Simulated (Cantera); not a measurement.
Charge: 1 mol c-C4F8, 0.016 mol Si, held at 0.300 bar.

These are equilibrium values from Cantera (NASA tables, ideal gas, pure condensed phases), not measurements of a reactor. Candidate condensed phases: C, Si, SiC; 23 gas species. The feed counts by its element totals alone. The tables' values for SiF3, C2F4, SiF2 are old estimates; treat these amounts as uncertain. Gases not in the tables: C2F6 and larger saturated fluorocarbons. Kinetics and transport are ignored.

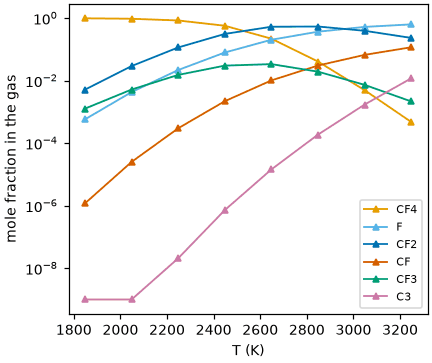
Equilibrium gas composition (values under 1e-9 drawn at 1e-9)

From 1848 K to 3248 K the condensed part is C(graphite). The main Si-bearing gas is SiF4 throughout.
